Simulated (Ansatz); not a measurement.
# What Ba3PbO (Pm-3m) distorts into

Which phase does Ba3PbO (Pm-3m) fall into along its unstable mode, and how much energy does it gain?

Main program and level: Ansatz 0.2.0; DFT PBEsol, scalar-relativistic, plane waves, PAW; PAW set soft_1.

**1. Starting point**

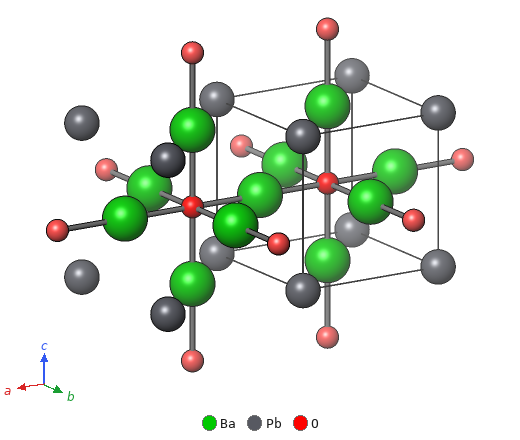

The cell as given, from a free direction (barium green, lead dark grey, oxygen red). 2×1×1 cells are drawn. Some periodic images of atoms are drawn too.

**2. Phonons on a q mesh**

The cell comes from relaxations at this level that are not shown. Stability and thermal properties need the whole zone. Linear response on a 2×2×2 q mesh gives force constants as far as a supercell of that size would.

input.yaml reads:

```yaml
crystal:
  lattice:
    - [5.4137135094, 0.0, 0.0]
    - [0.0, 5.4137135094, 0.0]
    - [0.0, 0.0, 5.4137135094]
  atoms:
    - { symbol: Ba, position: [0.0, 0.5, 0.5] }
    - { symbol: Ba, position: [0.5, 0.0, 0.5] }
    - { symbol: Ba, position: [0.5, 0.5, 0.0] }
    - { symbol: Pb, position: [0.0, 0.0, 0.0] }
    - { symbol: O, position: [0.5, 0.5, 0.5] }
kpoints:
  mp_grid: { grid: [8, 8, 8] }
hamiltonian:
  xc: pbesol
  pseudopotentials: { kind: paw, azcp: { folder: soft_1 }, xc_functional: pbe }
scf:
  occupations: { method: methfessel_paxton, width: 0.2 }
output:
  eigenvalues: true
phonons:
  method: dfpt
  qmesh: [2, 2, 2]
  temperatures: { t_max: 1000, t_step: 50 }
  qpath:
    path:
      - [[0.0, 0.0, 0.0], [0.0, 0.5, 0.0], [0.5, 0.5, 0.0], [0.0, 0.0, 0.0], [0.5, 0.5, 0.5], [0.0, 0.5, 0.0]]
      - [[0.5, 0.5, 0.5], [0.5, 0.5, 0.0]]
    npoints: 10
```

The run is started by

```sh
$ ansatz run input.yaml --threads 4 --pin off --max-ram 10240MiB --backend cpu --events-out ev --progress --plain --runs-dir out
```

Numbers of over 12 decimals in the logs are rounded to 6 here.

What it wrote:

```text
Engine: ansatz 0.2.0, aarch64-unknown-linux-gnu
Pseudopotentials: kind: paw
Pseudopotential: Ba, paw, valence charge 10, recommended cutoff 420 eV (normal), soft_1/Ba.paw.azcp
Pseudopotential: Pb, paw, valence charge 14, recommended cutoff 420 eV (normal), soft_1/Pb.paw.azcp
Pseudopotential: O, paw, valence charge 6, recommended cutoff 420 eV (normal), soft_1/O.paw.azcp
Functional definition: PBEsol
  exchange = pbesol_x
  correlation = pbesol_c
Crystal: 5 atoms, lattice volume = 158.667 Å³
Basis set: ecut = 420 eV, 3071 PW (Γ), exchange–correlation on 80×80×80 points (8 copies of the dense FFT grid, shifted against one another)
Bands: 30, of which v1, the nominal top of the filled ones, is band 25 counted from 1 (24 counted from 0)
Symmetry: 48 space group operations
k-points: 35 of 512
Non-local potential: Ba, projectors of the file, l = 0: 3, l = 1: 2, l = 2: 2, l = 3: 2
Non-local potential: Pb, projectors of the file, l = 0: 2, l = 1: 2, l = 2: 2, l = 3: 1
Non-local potential: O, projectors of the file, l = 0: 2, l = 1: 2, l = 2: 1
PAW form: soft (Blöchl's): semilocal exchange-correlation on the pseudo side does not see the compensation charge
PAW frozen core: Ba, regenerated for the run's functional, and the local potential with it (the file was generated under x = pbe(κ = 0.804, μ = 0.219515), c = pbe(β = 0.066725))
PAW frozen core: Pb, regenerated for the run's functional, and the local potential with it (the file was generated under x = pbe(κ = 0.804, μ = 0.219515), c = pbe(β = 0.066725))
PAW frozen core: O, regenerated for the run's functional, and the local potential with it (the file was generated under x = pbe(κ = 0.804, μ = 0.219515), c = pbe(β = 0.066725))
PAW one-centre angular grid: Ba, 194 points (default); XC on 64 Gauss nodes
PAW one-centre angular grid: Pb, 590 points (default); XC on 64 Gauss nodes
PAW one-centre angular grid: O, 110 points (default); XC on 64 Gauss nodes
Initial density: superposition of atomic densities (chi_scale 0.1, normalization cell, long waves kept (reshape's long-wave potential 0.00 eV rms))
Initial wavefunctions: pseudopotential atomic-orbital guess
Functional: x = pbesol(κ = 0.804, μ = 0.123457), c = pbesol(β = 0.046)
SCF iter   1: F=—  HF=-29914.602267 eV  |F-HF|=—  |Δ(HF+E_count)|=         —  Δρ=9.55e-2  dr2=1.76e1  ethr=3.10e-3  ⟨swp⟩=11.2  Hψ=12838  notcnv=0
automatic band count: the SCF goes on with 35 bands, as 30 were too few: they end inside the smearing window of the response
preconditioner: auto → Kerker (q_TF=auto, 2.251 Å⁻¹)  [metal: Δε(μ)=0.015 eV  Ē_g=12.243 eV  σ=0.200 eV  W_gap=0.06  n_scr=26 (ndim 8)  ℏωp=19.6 eV  f_vac=0.000  D(μ)=2.37/eV (n_scr^D=18)]
SCF iter   2: F=—  HF=-29911.444222 eV  |F-HF|=—  |Δ(HF+E_count)|=    3.16e0  S|Δr|=    0.00e0  Δρ=2.87e-2  dr2=2.18e0  ethr=3.10e-3  ⟨swp⟩=3.0  Hψ=2891  notcnv=0  defer=113
SCF iter   3: F=—  HF=-29911.003640 eV  |F-HF|=—  |Δ(HF+E_count)|=   4.41e-1  S|Δr|=    0.00e0  Δρ=7.66e-3  dr2=1.57e-1  ethr=3.10e-3  ⟨swp⟩=2.5  Hψ=2253  notcnv=0  defer=112
SCF iter   4: F=—  HF=-29910.978467 eV  |F-HF|=—  |Δ(HF+E_count)|=   2.52e-2  S|Δr|=    0.00e0  Δρ=1.83e-3  dr2=1.17e-2  ethr=3.14e-4  ⟨swp⟩=3.1  Hψ=2378  notcnv=0  defer=108
SCF iter   5: F=—  HF=-29910.976954 eV  |F-HF|=—  |Δ(HF+E_count)|=   1.51e-3  S|Δr|=    0.00e0  Δρ=7.01e-4  dr2=3.03e-3  ethr=2.34e-5  ⟨swp⟩=2.0  Hψ=1339  notcnv=0  defer=108
SCF iter   6: F=—  HF=-29910.976344 eV  |F-HF|=—  |Δ(HF+E_count)|=   6.10e-4  S|Δr|=    0.00e0  Δρ=2.82e-4  dr2=3.58e-4  ethr=6.05e-6  ⟨swp⟩=2.3  Hψ=1522  notcnv=0  defer=108
SCF iter   7: F=—  HF=-29910.976228 eV  |F-HF|=—  |Δ(HF+E_count)|=   1.16e-4  S|Δr|=    0.00e0  Δρ=1.73e-4  dr2=1.03e-4  ethr=7.15e-7  ⟨swp⟩=2.2  Hψ=1786  notcnv=0  defer=108
SCF iter   8: F=—  HF=-29910.976208 eV  |F-HF|=—  |Δ(HF+E_count)|=   2.02e-5  S|Δr|=    0.00e0  Δρ=3.92e-5  dr2=6.90e-6  ethr=2.07e-7  ⟨swp⟩=2.0  Hψ=1213  notcnv=0  defer=108
SCF iter   9: F=—  HF=-29910.976207 eV  |F-HF|=—  |Δ(HF+E_count)|=   1.20e-6  S|Δr|=    0.00e0  Δρ=6.86e-6  dr2=8.30e-8  ethr=1.38e-8  ⟨swp⟩=2.5  Hψ=1765  notcnv=0  defer=108
SCF iter  10: F=—  HF=-29910.976206 eV  |F-HF|=—  |Δ(HF+E_count)|=   1.19e-6  S|Δr|=    0.00e0  Δρ=1.36e-6  dr2=3.39e-9  ethr=1.66e-10  ⟨swp⟩=2.2  Hψ=1711  notcnv=0  defer=108
SCF iter  11: F=—  HF=-29910.976206 eV  |F-HF|=—  |Δ(HF+E_count)|=  2.36e-10  S|Δr|=    0.00e0  Δρ=2.68e-7  dr2=1.35e-10  ethr=6.78e-12  ⟨swp⟩=2.0  Hψ=1852  notcnv=0  defer=108
SCF iter  12: F=-29910.976206 eV  HF=-29910.976206 eV  |F-HF|=3.64e-12  |Δ(HF+E_count)|=  3.64e-12  S|Δr|=    0.00e0  Δρ=6.83e-8  dr2=8.81e-12  ethr=1.00e-12  ⟨swp⟩=13.9  Hψ=8094  notcnv=0
SCF 1 converged in 12 iterations: F = -29910.976206 eV  dr2 = 8.81e-12
  greatest PAW one-centre occupation: 0.976 electrons in one spin orbital (limit 2), on the Pb atom at site 3 (counted from 0), in its partial waves of l = 2
Initial density: read from a saved state, or passed on in memory by an earlier SCF of this step, an earlier step, the calling program or the single point that the run made first
iter 1 solved again at ethr=3.23e-7 eV; its pass at ethr=3.10e-3 eV (dr2=1.61e-4 eV) is discarded
SCF iter   1: F=—  HF=-29910.976206 eV  |F-HF|=—  |Δ(HF+E_count)|=         —  Δρ=4.40e-7  dr2=3.85e-10  ethr=3.23e-7  ⟨swp⟩=3.8  Hψ=8443  notcnv=0
eigensolver tolerance schedule: the retry pair's looser diagonalisation over-reported the residual by 419301.05 of it (diagonalisation noise at an unbounded share of the residual, at the tolerance the schedule requests for it); recorded, not acted on — ethr = c·dr2/N_el stays at c = 1.0e-1
preconditioner: auto → Kerker (q_TF=auto, 2.251 Å⁻¹)  [metal: Δε(μ)=0.104 eV  Ē_g=12.363 eV  σ=0.200 eV  W_gap=0.38  n_scr=26 (ndim 8)  ℏωp=19.6 eV  f_vac=0.000  D(μ)=0.46/eV (n_scr^D=0)]
SCF iter   2: F=—  HF=-29910.976206 eV  |F-HF|=—  |Δ(HF+E_count)|=   7.23e-7  S|Δr|=    0.00e0  Δρ=2.49e-7  dr2=9.86e-11  ethr=1.00e-12  ⟨swp⟩=4.2  Hψ=3085  notcnv=0
SCF iter   3: F=—  HF=-29910.976206 eV  |F-HF|=—  |Δ(HF+E_count)|=  1.09e-11  S|Δr|=    0.00e0  Δρ=1.19e-7  dr2=2.42e-11  ethr=1.00e-12  ⟨swp⟩=1.0  Hψ=1050  notcnv=0
SCF iter   4: F=—  HF=-29910.976206 eV  |F-HF|=—  |Δ(HF+E_count)|=  7.28e-12  S|Δr|=    0.00e0  Δρ=8.00e-8  dr2=1.17e-11  ethr=1.00e-12  ⟨swp⟩=2.3  Hψ=2060  notcnv=0
SCF iter   5: F=-29910.976206 eV  HF=-29910.976206 eV  |F-HF|=1.82e-11  |Δ(HF+E_count)|=  7.28e-12  S|Δr|=    0.00e0  Δρ=1.52e-8  dr2=6.28e-13  ethr=1.00e-12  ⟨swp⟩=3.0  Hψ=2165  notcnv=0
SCF 2 converged in 5 iterations: F = -29910.976206 eV  dr2 = 6.28e-13
phonons: the bands overlap, so this run is a metal and interpolates without the dipole-dipole term. If the crystal is really an insulator or semiconductor, its LO-TO splitting is missing
NSCF: frozen V_eff on 35 k-points
WARN: eigensolver did not converge in 10 slots of this pass, the one above among them; of largest residual over every band (k=34): 1 band(s) unlocked (lowest unlocked band 34, counted from 0; max residual 3.45e-4 eV among the unlocked bands, 3.45e-4 eV over every band); of lowest unlocked band (k=3): band 34
NSCF: frozen V_eff on 125 k-points
DFPT response loops at q = (0, 0, 0) (fractional): preconditioner auto → Kerker (q_TF=auto, 2.251 Å⁻¹) (partly filled bands, converged f_vac=0.000); β = 1.00, the filter's whole step (`scf.mixing.beta` (0.50) is not read by the response loops under this deck's `scf.mixing.preconditioner`; to damp them name `kerker` or `kerker_dos`, under which they read `scf.mixing.beta`, and type it under 1.00, their step now; both keys bind the ground state too); Broyden in place of MSR1
NSCF: frozen V_eff on 250 k-points
DFPT response loops at q = (0, 0, -0.5) (fractional): mixed as the last ones told, above
NSCF: frozen V_eff on 250 k-points
DFPT response loops at q = (0, -0.5, -0.5) (fractional): mixed as the last ones told, above
NSCF: frozen V_eff on 250 k-points
DFPT response loops at q = (-0.5, -0.5, -0.5) (fractional): mixed as the last ones told, above
SCF converged after 12 iterations
Stability not checked: this state was not tested for a lower state beside it, because cold or Methfessel-Paxton smearing, or corrected tetrahedra, fill the levels in a way that the test cannot read (fill_not_monotonic; see scf.lower_state_search)
Free energy (F): -29910.976206 eV
Harris-Foulkes:  -29910.976206 eV  (|F-HF|=3.64e-12)
Internal energy: -29910.979865 eV  (E = F + TS)
E sigma→0 (E₀):  -29910.977120 eV
Entropy (-TS):   0.003659 eV (0.732 meV/atom)
Fermi energy:    9.695484 eV
--- Per-component energies (eV) ---
  E_band       = -159.263017
  E_kinetic    = 943.365577
  E_local      = -2419.919661  (includes V_loc(G=0)·N_el)
  E_nonlocal   = 644.474138
  E_hartree    = 868.044351
  E_xc         = -864.364902
  E_vxc        = -613.779265  (∫ρ·V_xc dr)
  E_paw        = -25735.005023  (= ΣΔE_a)
  E_vpaw       = -449.493224  (= ΣTr[D̂ρ^β])
  E_aug_tail   = 0.000730  (compensation charges beyond the density's cutoff)
  E_ewald      = -3348.126844
  E_core_change = 0.551771  (= ΣΔE_core)
  E_smearing   = 0.003659  (= −TS)
  E_closure    = -0.000000  (closes the sum)
  Σ components = -29910.976206   (vs F -29910.976206, Δ=0.00e0)
--- Band table (eV; the first three rows and the last of 35) ---
  k-point 0: bands = [... 21 lower, 6.9764, 9.5505, 9.5505, 9.8106, 9.8106, 9.8106, 10.2757, 10.2757, ... 6 higher]
  k-point 1: bands = [... 21 lower, 6.9601, 9.0825, 9.6501, 9.6501, 9.6927, 9.8525, 10.1869, 10.5106, ... 6 higher]
  k-point 2: bands = [... 21 lower, 6.9244, 8.3019, 9.3921, 9.3921, 9.9661, 10.0956, 10.5287, 11.0442, ... 6 higher]
  k-point 34: bands = [... 21 lower, 5.3068, 9.6452, 9.6452, 9.6452, 10.6970, 10.6970, 10.6970, 11.9388, ... 6 higher]
--- Phonons (Γ-DFPT): 4 representative perturbations + reference (Σ response iterations 12) ---
  ASR residual: 6.870e-5 → 0.000e0 eV/Å²; symmetrization residual: 7.020e-6 eV/Å²
  ASR residual per site (eV/Å²): 7.50e-6 7.50e-6 7.50e-6 1.23e-5 6.87e-5
  Γ frequencies (cm⁻¹): 0.00 0.00 0.00 41.36 41.36 41.36 53.49 53.49 53.49 107.18 107.18 107.18 155.20 155.20 155.20
--- Phonons (arbitrary-q DFPT): 4 irreducible q on the 2×2×2 mesh ---
  q = [0.0000, 0.0000, 0.0000] (star 1, of the zone-centre solve; hermiticity 3.55e-6, symmetrization 6.57e-12): -0.00 -0.00 -0.00 41.36 41.36 41.36 53.49 53.49 53.49 107.18 107.18 107.18 155.20 155.20 155.20
  q = [0.0000, 0.0000, -0.5000] (star 3, 9 solved perturbations in 975 linear systems a pass and spin channel, the states on 125 of 512 k-point pairs; hermiticity 3.10e-6, symmetrization 5.10e-12): 39.36 39.36 44.97 44.97 56.72 61.43 68.49 68.49 83.22 97.87 97.87 106.31 165.70 165.70 284.27
  q = [0.0000, -0.5000, -0.5000] (star 3, 9 solved perturbations in 975 linear systems a pass and spin channel, the states on 125 of 512 k-point pairs; hermiticity 3.73e-6, symmetrization 4.25e-13): 17.53 54.67 55.50 55.50 57.31 62.75 62.75 66.93 66.93 87.87 99.45 133.82 173.09 274.14 274.14
  q = [-0.5000, -0.5000, -0.5000] (star 1, 4 solved perturbations in 350 linear systems a pass and spin channel, the states on 125 of 512 k-point pairs; hermiticity 3.51e-6, symmetrization 3.49e-12): -14.06 -14.06 -14.06 48.67 48.67 48.67 53.10 53.10 96.86 96.86 96.86 154.61 281.81 281.81 281.81
  sum rule: each row above includes the acoustic sum rule's correction from the zone centre's row sums; it moved no ω² by more than (1.08 cm⁻¹)²
  mesh force constants: q→R imaginary residual 5.29e-18; ASR residual 6.870e-5 → 0.000e0 eV/Å²; symmetrization residual 2.220e-15 eV/Å²
  interpolated dispersion: 62 rows × 15 modes
  density of states and harmonic sums: on the 12×12×12 q-mesh, interpolated from the force constants of a 2×2×2 supercell (no non-analytic term)
  largest difference from the sums on the solved wave vectors: F 2.14e-1 eV, S 2.76e-4 and C_V 6.21e-5 eV/K
  zero-point energy: 0.090700 eV/cell   skipped modes (ω ≤ 0): 12, of them read as no rigid motion or as one in doubt: 9 (2.720e-2 modes/cell left out, lowest -14.06 cm⁻¹)   left out of the sums: 1.93e-3 of the cell's modes: C_V's classical limit lies that fraction below 3 k_B per atom; for a crystal, a wire or a layer, F and S can be off by more, and a phonons.interpolated_qmesh denser along its periods is the remedy for the sampling
```

Run time: 7.6 min. Hardware: 4 threads of Arm Neoverse V1, shared host; peak memory 2 GiB.

Numbers from this step:

```yaml
volume_per_atom: 31.73 Å³
gap_on_the_k_mesh: 0 eV
sum_rule_residual_before_enforcement: 6.87e-5 eV/Å²
lowest_frequency_on_the_path: -14.06 cm⁻¹
point_group: m-3m
highest_frequency_on_the_path_or_at_a_solved_wavevector: 284.3 cm⁻¹
highest_optical_mode_at_the_zone_centre_no_lo_to_term: 155.2 cm⁻¹
lowest_optical_zone_centre_mode: 41.36 cm⁻¹
lowest_mode_on_the_q_mesh_acoustic_modes_at_gamma_apart: -14.06 cm⁻¹
```

Frequencies (cm⁻¹) solved at each irreducible wavevector; negative means imaginary. Frequencies by wavevector, by row:

```
q in reciprocal lattice units  star  mode 1  mode 2  mode 3  mode 4  mode 13  mode 14  mode 15
                        0 0 0     1       0       0       0    41.4    155.2    155.2    155.2
                     0 0 -0.5     3    39.4    39.4      45      45    165.7    165.7    284.3
                  0 -0.5 -0.5     3    17.5    54.7    55.5    55.5    173.1    274.1    274.1
               -0.5 -0.5 -0.5     1   -14.1   -14.1   -14.1    48.7    281.8    281.8    281.8
```

Interpolated from a 2×2×2 q mesh. The phonon branches at the labelled points (cm⁻¹):

| point | branch 1 | branch 2 | branch 3 | branch 4 | branch 12 | branch 13 | branch 14 | branch 15 |
| --- | --- | --- | --- | --- | --- | --- | --- | --- |
| Γ | 0 | 0 | 0 | 41 | 107 | 155 | 155 | 155 |
| X | 39 | 39 | 45 | 45 | 106 | 166 | 166 | 284 |
| M | 18 | 55 | 56 | 56 | 134 | 173 | 274 | 274 |
| Γ | 0 | 0 | 0 | 41 | 107 | 155 | 155 | 155 |
| R | -14 | -14 | -14 | 49 | 155 | 282 | 282 | 282 |
| X | 39 | 39 | 45 | 45 | 106 | 166 | 166 | 284 |
| jump to R | -14 | -14 | -14 | 49 | 155 | 282 | 282 | 282 |
| M | 18 | 55 | 56 | 56 | 134 | 173 | 274 | 274 |

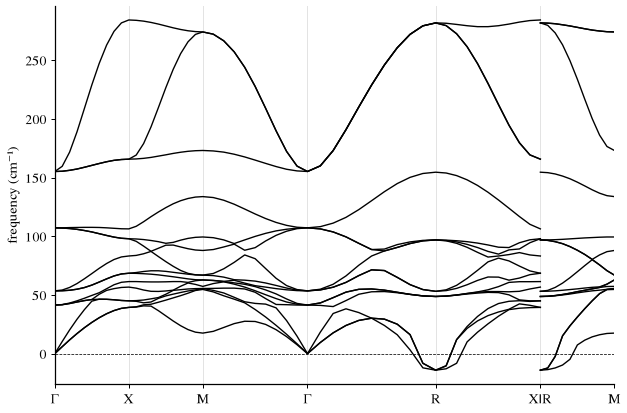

Phonon branches along the path.

Symmetry leaves 4 wavevectors to solve. The lowest mode among them, the acoustic zeros apart, lies at q = (-0.5, -0.5, -0.5) and is imaginary, 14.1i cm⁻¹, so the energy falls along it.

**3. The mode frozen in, largest atomic shift 0 Å**

The mode followed lies at q = (-0.5, -0.5, -0.5) with frequency 14.1i cm⁻¹ and is 3-fold degenerate, the softest among the wavevectors solved. At small amplitude the distorted cell has space group no. 167 by a symmetry search on the positions. The undistorted cell that holds it gives the zero of energy on the same k mesh.

System of this step: Ba3PbO. The structure is cubic, space group Pm-3m (No. 221). The conventional cell has a = 5.414 Å, b = 5.414 Å, c = 5.414 Å, α = 90.00°, β = 90.00°, γ = 90.00°. Nearest to Ba lie 2 O at 2.71 Å. Nearest to Pb lie 12 Ba at 3.83 Å. Nearest to O lie 6 Ba at 2.71 Å. Farther neighbours and most contacts between anions are not listed.

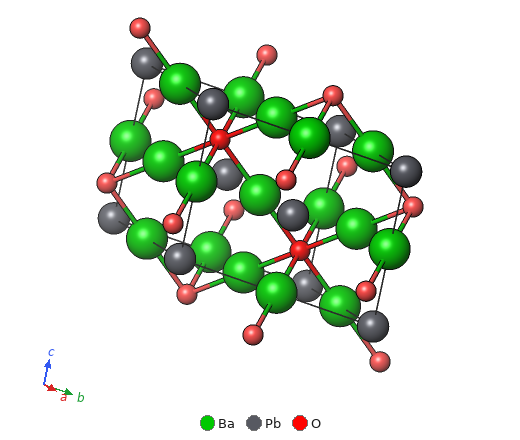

The cell of this step (barium green, lead dark grey, oxygen red). Some periodic images of atoms are drawn too.

input.yaml, the sections that differ from step 2:

```yaml
crystal:
  lattice:
    - [5.4137135094, 5.4137135094, 0.0]
    - [5.4137135094, 0.0, 5.4137135094]
    - [5.4137135094, 0.0, -5.4137135094]
  atoms:
    - { symbol: Ba, position: [0.5, 0.0, 0.5] }
    - { symbol: Ba, position: [0.5, 0.5, 0.0] }
    - { symbol: Ba, position: [0.0, 0.0, 0.5] }
    - { symbol: Ba, position: [0.0, 0.5, 0.0] }
    - { symbol: Ba, position: [0.5, 0.5, 0.5] }
    - { symbol: Ba, position: [0.5, 0.0, 0.0] }
    - { symbol: Pb, position: [0.0, 0.5, 0.5] }
    - { symbol: Pb, position: [0.0, 0.0, 0.0] }
    - { symbol: O, position: [0.5, 0.25, 0.75] }
    - { symbol: O, position: [0.5, 0.75, 0.25] }
output:
  forces: true
  stress: true
  eigenvalues: true
# kpoints, hamiltonian, scf: as in step 2
# phonons: removed
```

What it wrote:

```text
[...]
Crystal: 10 atoms, lattice volume = 317.333 Å³
Basis set: ecut = 420 eV, 6183 PW (Γ), exchange–correlation on 108×108×108 points (8 copies of the dense FFT grid, shifted against one another)
Bands: 60, of which v1, the nominal top of the filled ones, is band 50 counted from 1 (49 counted from 0)
Symmetry: 96 space group operations
[...]
k-points: 29 of 512
[...]
k-point 0: bands = [... 46 lower, 9.6477, 9.6477, 9.6477, 9.8093, 9.8093, 9.8093, 10.2786, 10.2786, ... 6 higher]
  k-point 1: bands = [... 46 lower, 9.4372, 9.4401, 9.5377, 9.5377, 9.8432, 9.8432, 10.1678, 10.5137, ... 6 higher]
  k-point 2: bands = [... 46 lower, 9.2498, 9.2498, 9.3365, 9.3365, 10.0083, 10.0083, 10.4278, 10.9924, ... 6 higher]
  k-point 28: bands = [... 46 lower, 8.7490, 8.7490, 8.8096, 8.8096, 10.7502, 10.7502, 11.1061, 11.1061, ... 6 higher]
[key lines of the parts left out:]
SCF converged after 9 iterations
Free energy (F): -59821.952937 eV
Fermi energy:    9.680450 eV
P = ⅓ Tr σ = 0.0127 GPa (0.127 kbar)
```

Wall time 14 s (4 threads); peak memory 1.1 GiB.

This step gave:

- pressure: 0.01272 GPa
- energy from the undistorted cell: 0 meV/atom

The run ends at a pressure of 0.01 GPa.

**4. The mode frozen in, largest atomic shift 0.14 Å**

The atoms are moved along the unstable eigenvector, the largest shift by 0.14 Å, with the cell fixed.

input.yaml, the sections that differ from step 3:

```yaml
crystal:
  lattice:
    - [5.4137135094, 5.4137135094, 0.0]
    - [5.4137135094, 0.0, 5.4137135094]
    - [5.4137135094, 0.0, -5.4137135094]
  atoms:
    - { symbol: Ba, position: [0.5182859601, -0.0182859601, 0.5] }
    - { symbol: Ba, position: [0.4817140399, 0.5182859601, 0.0] }
    - { symbol: Ba, position: [0.0, 0.0182859601, 0.5] }
    - { symbol: Ba, position: [0.0, 0.4817140399, 0.0] }
    - { symbol: Ba, position: [0.4817140399, 0.5, 0.5] }
    - { symbol: Ba, position: [0.5182859601, 0.0, 0.0] }
    - { symbol: Pb, position: [0.0, 0.5, 0.5] }
    - { symbol: Pb, position: [0.0, 0.0, 0.0] }
    - { symbol: O, position: [0.5, 0.25, 0.75] }
    - { symbol: O, position: [0.5, 0.75, 0.25] }
# kpoints, hamiltonian, scf, output: as in step 3
```

What it wrote:

```text
[...]
Crystal: 10 atoms, lattice volume = 317.333 Å³
Basis set: ecut = 420 eV, 6183 PW (Γ), exchange–correlation on 108×108×108 points (8 copies of the dense FFT grid, shifted against one another)
Bands: 60, of which v1, the nominal top of the filled ones, is band 50 counted from 1 (49 counted from 0)
Symmetry: 12 space group operations
[...]
k-points: 65 of 512
[...]
k-point 0: bands = [... 46 lower, 9.6075, 9.6075, 9.6364, 9.8594, 9.9098, 9.9098, 10.1870, 10.2283, ... 6 higher]
  k-point 1: bands = [... 46 lower, 9.4192, 9.4247, 9.5265, 9.5265, 9.9208, 9.9208, 10.1837, 10.4672, ... 6 higher]
  k-point 2: bands = [... 46 lower, 9.2323, 9.2323, 9.3417, 9.3417, 10.0644, 10.0644, 10.4637, 10.9245, ... 6 higher]
  k-point 64: bands = [... 46 lower, 8.5570, 8.6893, 8.7190, 9.1890, 10.5025, 10.9468, 11.0336, 11.3609, ... 6 higher]
[key lines of the parts left out:]
SCF converged after 9 iterations
Free energy (F): -59821.956883 eV
Fermi energy:    9.711548 eV
P = ⅓ Tr σ = 0.0134 GPa (0.134 kbar)
```

Run time: 31 s. Hardware: 4 threads; peak memory 1.4 GiB; 2 min of CPU time.

This step gave:

| Quantity | Value |
| --- | --- |
| pressure | 0.01344 GPa |
| energy from the undistorted cell | -0.345 meV/atom |

The energy, extrapolated to zero smearing, is -0.34 meV/atom against the undistorted cell.

The run ends at a pressure of 0.01 GPa, with forces up to 0.0030 eV/Å.

[end of part 1 of 2]

[Logs are printed without paths, hosts, clocks, repeated set-up lines and the standing remarks that a program may print on its own settings, such as how far it seeks lower states.]

[Hosts, paths, dates, database ids (printed as entryN), source tags and the programs' standing remarks are cut or masked in the printed files.]
